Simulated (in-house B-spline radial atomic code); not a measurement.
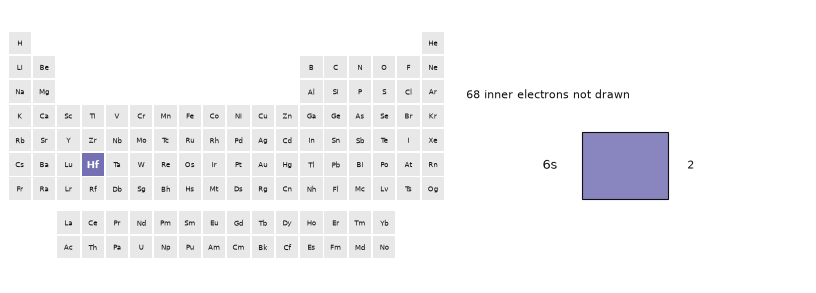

Left, the place of hafnium in the periodic table; right, the outer shells of the closed core: a box for each of the 2l + 1 orbitals, shaded by the share of the shell that is filled, with the electron count at the right.

# Hf⁺: many-body perturbation calculation

- system: Hf⁺, core [Xe] 4f14 6s2.
- method: one electron outside a closed core: parity- and time-reversal-violating and field-shift constants by sums over states, Dirac-Hartree-Fock, RPA and Brueckner orbitals (in-house B-spline radial atomic code)

## Outcome

- outcome: not converged
- hardware: 1 thread of Intel Xeon (Sapphire Rapids), 64 GiB of memory available, shared host
- wall time: 10 s

## What went wrong

The run did not meet its convergence test, so its last values are not results. Limits: the closed core is unstable against excitations.

## Input file
```
basis_form = 2
Z = 72
core_configuration = [Xe] 4f14 6s2
rms_radius = 5.347
mass_number = 180
speed_of_light = 137.035999084
```

The run was one of a batch that the task file lists, launched with:
```bash
python <driver script> task.json out
```

The program writes its results to a structured record and prints no log; tables and figures of this report are taken from that record.
